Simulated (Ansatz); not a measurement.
Run report: CH5ClSi2, geometry relaxation

The run: geometry relaxation of CH5ClSi2, SMILES Cl[SiH]1C[SiH2]1. Method and program: RKS PBE0-D4/def2-TZVP (Ansatz 0.2.0).

The geometry: PBE-D4/def2-SVP start. Figures and captions count atoms from 1; the log counts them from 0 in places.

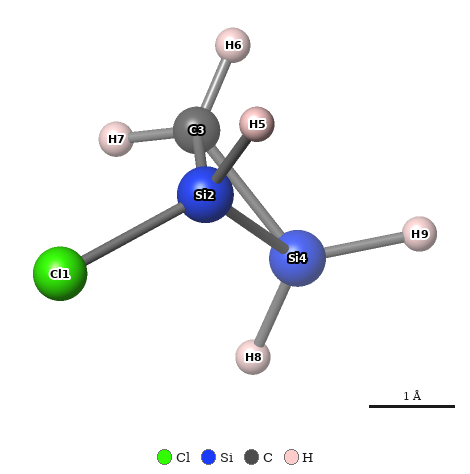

Figure 1. The starting structure (ball-and-stick view, seen at a tilt; atoms are numbered from 1 in the order of the input). Bond lengths as drawn: Cl–Si 2.08 Å, C–H 1.11 Å, C–Si 1.90 to 1.94 Å, H–Si 1.50 Å and Si–Si 2.27 Å.

The input:
```yaml
crystal:
  periodic: [false, false, false]
  atoms:
    - {symbol: Cl, position_ang: [-1.011507, -0.155835, -2.694384]}
    - {symbol: Si, position_ang: [-0.564805, 0.665857, -0.832757]}
    - {symbol: C, position_ang: [1.019435, 0.034051, 0.004325]}
    - {symbol: Si, position_ang: [-0.483514, -0.620881, 1.037285]}
    - {symbol: H, position_ang: [-0.790495, 2.147313, -0.850804]}
    - {symbol: H, position_ang: [1.679838, 0.788882, 0.471588]}
    - {symbol: H, position_ang: [1.609018, -0.739045, -0.524613]}
    - {symbol: H, position_ang: [-0.715555, -2.098977, 0.950844]}
    - {symbol: H, position_ang: [-0.653916, -0.067666, 2.421416]}
basis:
  gaussian: {orbitals: def2-TZVP}
hamiltonian: {xc: pbe0, dispersion: d4}
relax: {f_tol: 0.005, max_steps: 150}
```

Command:
```bash
ansatz run in.yaml --threads 2 --pin off --events-out ev --progress --plain --max-ram 4352MiB
```

The program's output:
```
Functional definition: PBE0
  name "PBE0"
  cite "Adamo & Barone, J. Chem. Phys. 110, 6158 (1999) doi:10.1063/1.478522"
  cite "Perdew, Burke & Ernzerhof, Phys. Rev. Lett. 77, 3865 (1996) doi:10.1103/PhysRevLett.77.3865"
  parent pbe
  parameter a = 0.25
  parameter kappa = 0.804
  parameter beta = 0.06672455060314922
  exchange = (1 - a)*pbe_x(kappa = kappa, mu = beta*pi^2/3) + a*exact_x
  correlation = pbe_c(beta = beta)
1204 factors; their error is unknown
mean field evaluation 1: about -29379.2449 eV, gradient 5.2e1 eV
mean field evaluation 2: about -29371.1744 eV, gradient 6.9e1 eV
mean field evaluation 4: about -29385.7421 eV, gradient 3.0e0 eV
mean field evaluation 8: about -29385.7618 eV, gradient 3.3e-2 eV
mean field evaluation 16: about -29385.8611 eV, gradient 7.4e-5 eV
mean field -29385.86111815 eV, -1079.9104776398 hartree, gradient 7.4e-5 eV, S^2 0.000000; 0 other end points of the search recorded, 0 dependent functions left out
the calculation of the forces begins
reference -29385.86115136 eV, -1079.9104788603 hartree; 28, 28 occupied and 144, 144 virtual orbitals, 1204 factors
relax step   1: F+E_penalty+E_count = -29386.05806168 eV  Δ(F+E_penalty+E_count) = +0.000e0 eV  max|allowed force component| = 4.922e-1 eV/Å  Δτ_max = 0.0000 Å  (27 SCF iters, accepted)
these checks for a lower state are left out or cut short: starts, cluster_reference, orbital_swaps, neighbouring_geometries, increment
1204 factors; their error is unknown
mean field -29385.89942743 eV, -1079.9118854801 hartree, gradient 8.8e-6 eV, S^2 0.000000; 0 other end points of the search recorded, 0 dependent functions left out
the calculation of the forces begins
reference -29385.89946047 eV, -1079.9118866941 hartree; 28, 28 occupied and 144, 144 virtual orbitals, 1204 factors
relax step   2: F+E_penalty+E_count = -29386.09764731 eV  Δ(F+E_penalty+E_count) = -3.959e-2 eV  max|allowed force component| = 1.313e-1 eV/Å  Δτ_max = 0.0381 Å  (30 SCF iters, accepted)
these checks for a lower state are left out or cut short: starts, cluster_reference, orbital_swaps, neighbouring_geometries, increment
1204 factors; their error is unknown
mean field -29385.90294185 eV, -1079.9120146327 hartree, gradient 8.4e-6 eV, S^2 0.000000; 0 other end points of the search recorded, 0 dependent functions left out
the calculation of the forces begins
reference -29385.90297483 eV, -1079.9120158446 hartree; 28, 28 occupied and 144, 144 virtual orbitals, 1204 factors
relax step   3: F+E_penalty+E_count = -29386.10156178 eV  Δ(F+E_penalty+E_count) = -3.914e-3 eV  max|allowed force component| = 3.305e-2 eV/Å  Δτ_max = 0.0191 Å  (32 SCF iters, accepted)
these checks for a lower state are left out or cut short: starts, cluster_reference, orbital_swaps, neighbouring_geometries, increment
1204 factors; their error is unknown
mean field evaluation 32: about -29385.8031 eV, gradient 3.2e-1 eV
mean field -29385.90313699 eV, -1079.9120218040 hartree, gradient 8.3e-6 eV, S^2 0.000000; 0 other end points of the search recorded, 0 dependent functions left out
the calculation of the forces begins
reference -29385.90316997 eV, -1079.9120230160 hartree; 28, 28 occupied and 144, 144 virtual orbitals, 1204 factors
relax step   4: F+E_penalty+E_count = -29386.10172870 eV  Δ(F+E_penalty+E_count) = -1.669e-4 eV  max|allowed force component| = 9.966e-3 eV/Å  Δτ_max = 0.0055 Å  (32 SCF iters, accepted)
these checks for a lower state are left out or cut short: starts, cluster_reference, orbital_swaps, neighbouring_geometries, increment
1204 factors; their error is unknown
mean field -29385.90322972 eV, -1079.9120252115 hartree, gradient 9.6e-6 eV, S^2 0.000000; 0 other end points of the search recorded, 0 dependent functions left out
the calculation of the forces begins
reference -29385.90326270 eV, -1079.9120264235 hartree; 28, 28 occupied and 144, 144 virtual orbitals, 1204 factors
relax step   5: F+E_penalty+E_count = -29386.10177058 eV  Δ(F+E_penalty+E_count) = -4.188e-5 eV  max|allowed force component| = 9.790e-3 eV/Å  Δτ_max = 0.0055 Å  (24 SCF iters, accepted)
these checks for a lower state are left out or cut short: starts, cluster_reference, orbital_swaps, neighbouring_geometries, increment
1204 factors; their error is unknown
mean field -29385.90332527 eV, -1079.9120287229 hartree, gradient 8.3e-6 eV, S^2 0.000000; 0 other end points of the search recorded, 0 dependent functions left out
the calculation of the forces begins
reference -29385.90335824 eV, -1079.9120299348 hartree; 28, 28 occupied and 144, 144 virtual orbitals, 1204 factors
relax step   6: F+E_penalty+E_count = -29386.10181403 eV  Δ(F+E_penalty+E_count) = -4.345e-5 eV  max|allowed force component| = 1.252e-2 eV/Å  Δτ_max = 0.0053 Å  (32 SCF iters, accepted)
these checks for a lower state are left out or cut short: starts, cluster_reference, orbital_swaps, neighbouring_geometries, increment
1204 factors; their error is unknown
mean field -29385.90332341 eV, -1079.9120286547 hartree, gradient 1.6e-5 eV, S^2 0.000000; 0 other end points of the search recorded, 0 dependent functions left out
the calculation of the forces begins
reference -29385.90335639 eV, -1079.9120298666 hartree; 28, 28 occupied and 144, 144 virtual orbitals, 1204 factors
relax step   7: F+E_penalty+E_count = -29386.10182968 eV  Δ(F+E_penalty+E_count) = -1.565e-5 eV  max|allowed force component| = 7.967e-3 eV/Å  Δτ_max = 0.0041 Å  (23 SCF iters, accepted)
these checks for a lower state are left out or cut short: starts, cluster_reference, orbital_swaps, neighbouring_geometries, increment
1204 factors; their error is unknown
mean field -29385.90338435 eV, -1079.9120308942 hartree, gradient 7.6e-6 eV, S^2 0.000000; 0 other end points of the search recorded, 0 dependent functions left out
the calculation of the forces begins
reference -29385.90341732 eV, -1079.9120321060 hartree; 28, 28 occupied and 144, 144 virtual orbitals, 1204 factors
relax step   8: F+E_penalty+E_count = -29386.10184758 eV  Δ(F+E_penalty+E_count) = -1.790e-5 eV  max|allowed force component| = 5.861e-3 eV/Å  Δτ_max = 0.0053 Å  (24 SCF iters, accepted)
these checks for a lower state are left out or cut short: starts, cluster_reference, orbital_swaps, neighbouring_geometries, increment
1204 factors; their error is unknown
mean field evaluation 64: about -29385.8036 eV, gradient 2.3e-1 eV
mean field -29385.90339526 eV, -1079.9120312951 hartree, gradient 1.2e-5 eV, S^2 0.000000; 0 other end points of the search recorded, 0 dependent functions left out
the calculation of the forces begins
reference -29385.90342823 eV, -1079.9120325069 hartree; 28, 28 occupied and 144, 144 virtual orbitals, 1204 factors
relax step   9: F+E_penalty+E_count = -29386.10184871 eV  Δ(F+E_penalty+E_count) = -1.133e-6 eV  max|allowed force component| = 1.803e-3 eV/Å  Δτ_max = 0.0014 Å  (22 SCF iters, accepted)
```

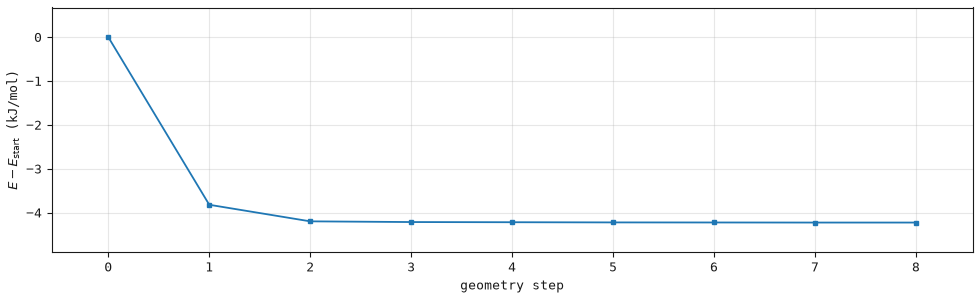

Figure 2. Progress of the relaxation, step by step (the first geometry is step 0 here and step 1 in the log).

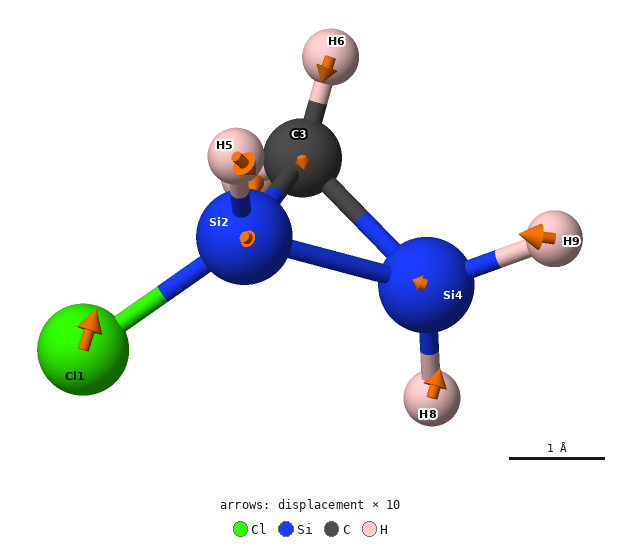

Figure 3. The starting structure with the displacements as orange arrows, magnified 10 times (ball-and-stick view, seen at a tilt). The two geometries are laid on each other by the best rigid fit. The largest move after the best rigid fit is that of Cl1, 0.046 Å. By element the largest moves are Cl 0.046 Å, H 0.040 Å, Si 0.017 Å, C 0.015 Å. Among the contacts that change: Cl1–Si2 2.083 → 2.051 Å, Si2–Si4 2.271 → 2.242 Å, C3–Si4 1.938 → 1.912 Å, Si2–C3 1.900 → 1.877 Å. The energy falls by 4.22 kJ/mol in 8 geometry steps. Largest force component: 0.49 eV/Å at the start, 0.0018 eV/Å at the end. (Atoms are counted from 1 in the order of the input.)

```
1204 factors; their error is unknown
mean field -29385.90339526 eV, -1079.9120312951 hartree, gradient 1.1e-5 eV, S^2 0.000000; 1 other end points of the search recorded, 0 dependent functions left out
the calculation of the forces begins
reference -29385.90342823 eV, -1079.9120325069 hartree; 28, 28 occupied and 144, 144 virtual orbitals, 1204 factors
Total energy: -29386.10188169 eV, -1079.9193255368 hartree
Atom 0 at    -0.980948    -0.129348    -2.673052 Å, force    -0.000474    -0.000000     0.000519 eV/Å
Atom 1 at    -0.561216     0.652069    -0.823589 Å, force     0.000787     0.000379    -0.000422 eV/Å
Atom 2 at     1.004819     0.030968     0.003527 Å, force     0.001803     0.000336    -0.000835 eV/Å
Atom 3 at    -0.476947    -0.616149     1.023606 Å, force    -0.000551    -0.000781     0.001478 eV/Å
Atom 4 at    -0.790309     2.113227    -0.831510 Å, force    -0.000150     0.000253    -0.000204 eV/Å
Atom 5 at     1.662653     0.769806     0.457904 Å, force    -0.000357     0.000246    -0.000015 eV/Å
Atom 6 at     1.574951    -0.733152    -0.522742 Å, force    -0.000363    -0.000255    -0.000128 eV/Å
Atom 7 at    -0.693134    -2.079979     0.964814 Å, force     0.000122    -0.000332    -0.000285 eV/Å
Atom 8 at    -0.651371    -0.053743     2.383943 Å, force    -0.000816     0.000154    -0.000107 eV/Å
Dipole moment:     0.155840     0.057764     0.249005 e Å
```

Trajectory as extended XYZ (Å, eV, eV/Å), 9 frames, from step=1 to step=9:
```
9
Properties=species:S:1:pos:R:3:forces:R:3 step=1 energy=-29386.05806
Cl   -1.0115   -0.1558   -2.6944    0.1316   0.2406   0.4921
Si   -0.5648    0.6659   -0.8328    0.1418  -0.1970   0.0023
C     1.0194    0.0341    0.0043    0.0927  -0.0332  -0.0224
Si   -0.4835   -0.6209    1.0373    0.1721   0.1164  -0.2118
H    -0.7905    2.1473   -0.8508    0.0487  -0.3450  -0.0304
H     1.6798    0.7889    0.4716   -0.3508  -0.3825  -0.2454
H     1.6090   -0.7390   -0.5246   -0.3243   0.4091   0.2756
H    -0.7156   -2.0990    0.9508    0.0542   0.3128   0.0355
H    -0.6539   -0.0677    2.4214    0.0341  -0.1213  -0.2955
9
Properties=species:S:1:pos:R:3:forces:R:3 step=2 energy=-29386.09765
Cl   -0.9957   -0.1404   -2.6633    0.0089   0.0145   0.0481
Si   -0.5641    0.6595   -0.8206    0.1313  -0.0464   0.0257
C     1.0133    0.0313    0.0037   -0.1010   0.0081   0.0168
Si   -0.4808   -0.6174    1.0283    0.1266   0.0561  -0.0738
H    -0.7862    2.1261   -0.8567    0.0143  -0.0837   0.0338
H     1.6660    0.7790    0.4629   -0.1007  -0.1144  -0.0573
H     1.5934   -0.7318   -0.5226   -0.0979   0.1148   0.0725
H    -0.7057   -2.0832    0.9517    0.0061   0.0754   0.0030
H    -0.6516   -0.0694    2.3994    0.0124  -0.0245  -0.0689
9
Properties=species:S:1:pos:R:3:forces:R:3 step=3 energy=-29386.10156
Cl   -0.9915   -0.1452   -2.6619    0.0051   0.0064  -0.0091
Si   -0.5585    0.6551   -0.8241   -0.0059  -0.0044   0.0330
C     1.0069    0.0318    0.0037   -0.0315   0.0002   0.0021
Si   -0.4761   -0.6128    1.0234   -0.0097  -0.0038  -0.0158
H    -0.7834    2.1165   -0.8404    0.0015   0.0067  -0.0108
H     1.6555    0.7738    0.4651    0.0179   0.0159  -0.0030
H     1.5840   -0.7272   -0.5203    0.0185  -0.0166  -0.0081
H    -0.7048   -2.0734    0.9473    0.0037  -0.0122   0.0061
H    -0.6436   -0.0649    2.3900    0.0005   0.0078   0.0055
9
Properties=species:S:1:pos:R:3:forces:R:3 step=4 energy=-29386.10173
Cl   -0.9887   -0.1408   -2.6633   -0.0006   0.0015  -0.0053
Si   -0.5601    0.6551   -0.8221   -0.0002  -0.0039  -0.0017
C     1.0055    0.0310    0.0037   -0.0100   0.0047   0.0047
Si   -0.4771   -0.6143    1.0241    0.0021  -0.0033  -0.0028
H    -0.7828    2.1171   -0.8424   -0.0002   0.0012   0.0031
H     1.6553    0.7746    0.4621    0.0062  -0.0010  -0.0002
H     1.5829   -0.7286   -0.5205    0.0029  -0.0020  -0.0017
H    -0.7021   -2.0762    0.9513    0.0005  -0.0005   0.0031
H    -0.6444   -0.0640    2.3900   -0.0008   0.0032   0.0009
9
Properties=species:S:1:pos:R:3:forces:R:3 step=5 energy=-29386.10177
Cl   -0.9860   -0.1373   -2.6665   -0.0014   0.0003  -0.0004
Si   -0.5608    0.6540   -0.8223   -0.0010   0.0009  -0.0037
C     1.0050    0.0303    0.0033    0.0037   0.0098   0.0067
Si   -0.4769   -0.6147    1.0247   -0.0006  -0.0083  -0.0070
H    -0.7847    2.1159   -0.8398    0.0000  -0.0009   0.0029
H     1.6566    0.7727    0.4614    0.0020  -0.0008  -0.0031
H     1.5816   -0.7290   -0.5225   -0.0035  -0.0030   0.0036
H    -0.6999   -2.0771    0.9555   -0.0011  -0.0003   0.0032
H    -0.6464   -0.0611    2.3892    0.0018   0.0022  -0.0024
9
Properties=species:S:1:pos:R:3:forces:R:3 step=6 energy=-29386.10181
Cl   -0.9843   -0.1335   -2.6697   -0.0006   0.0008   0.0026
Si   -0.5611    0.6531   -0.8230   -0.0009  -0.0010  -0.0040
C     1.0047    0.0300    0.0032    0.0125   0.0096   0.0039
Si   -0.4768   -0.6158    1.0241   -0.0031  -0.0044  -0.0021
H    -0.7869    2.1148   -0.8362    0.0006  -0.0022   0.0016
H     1.6581    0.7716    0.4602   -0.0025  -0.0030  -0.0026
H     1.5805   -0.7303   -0.5224   -0.0070  -0.0011   0.0020
H    -0.6980   -2.0787    0.9602    0.0003   0.0012   0.0009
H    -0.6477   -0.0576    2.3867    0.0006   0.0001  -0.0023
9
Properties=species:S:1:pos:R:3:forces:R:3 step=7 energy=-29386.10183
Cl   -0.9833   -0.1340   -2.6695    0.0004   0.0020  -0.0004
Si   -0.5608    0.6536   -0.8231   -0.0018   0.0007   0.0012
C     1.0047    0.0314    0.0041    0.0080   0.0032  -0.0015
Si   -0.4772   -0.6155    1.0237   -0.0007   0.0030   0.0038
H    -0.7883    2.1152   -0.8358    0.0004  -0.0038   0.0011
H     1.6614    0.7708    0.4595   -0.0042  -0.0011  -0.0006
H     1.5765   -0.7315   -0.5219    0.0001  -0.0022  -0.0018
H    -0.6957   -2.0787    0.9596   -0.0006  -0.0015   0.0013
H    -0.6489   -0.0576    2.3864   -0.0016  -0.0002  -0.0031
9
Properties=species:S:1:pos:R:3:forces:R:3 step=8 energy=-29386.10185
Cl   -0.9818   -0.1301   -2.6721    0.0003   0.0001  -0.0010
Si   -0.5610    0.6524   -0.8234   -0.0017  -0.0004   0.0003
C     1.0049    0.0310    0.0036    0.0059   0.0025  -0.0009
Si   -0.4768   -0.6163    1.0235   -0.0029   0.0014   0.0023
H    -0.7899    2.1137   -0.8322    0.0003  -0.0008   0.0005
H     1.6627    0.7698    0.4582   -0.0018   0.0000   0.0001
H     1.5754   -0.7327   -0.5228   -0.0007  -0.0017  -0.0006
H    -0.6933   -2.0800    0.9642    0.0000  -0.0005  -0.0003
H    -0.6517   -0.0541    2.3839    0.0006  -0.0006  -0.0005
9
Properties=species:S:1:pos:R:3:forces:R:3 step=9 energy=-29386.10185
Cl   -0.9809   -0.1293   -2.6731   -0.0005   0.0000   0.0005
Si   -0.5612    0.6521   -0.8236    0.0008   0.0004  -0.0004
C     1.0048    0.0310    0.0035    0.0018   0.0003  -0.0008
Si   -0.4769   -0.6161    1.0236   -0.0006  -0.0008   0.0015
H    -0.7903    2.1132   -0.8315   -0.0001   0.0003  -0.0002
H     1.6627    0.7698    0.4579   -0.0004   0.0002   0.0000
H     1.5750   -0.7332   -0.5227   -0.0004  -0.0003  -0.0001
H    -0.6931   -2.0800    0.9648    0.0001  -0.0003  -0.0003
H    -0.6514   -0.0537    2.3839   -0.0008   0.0002  -0.0001
```

Key numbers:

```csv
quantity,value
outcome,converged
total energy,−29386.1019 eV
mean-field energy,−29385.9034 eV
dispersion energy,−0.1985 eV
SCF solution under orbital rotations,stable
largest force (length of the vector) at the end,0.002 eV/Å
dipole moment,1.44 D
hardware,"2 threads of Arm Neoverse V2, 23 GiB of memory available, shared host"
wall time,36 s (CPU time 68 s)
peak memory,0.42 GiB
```
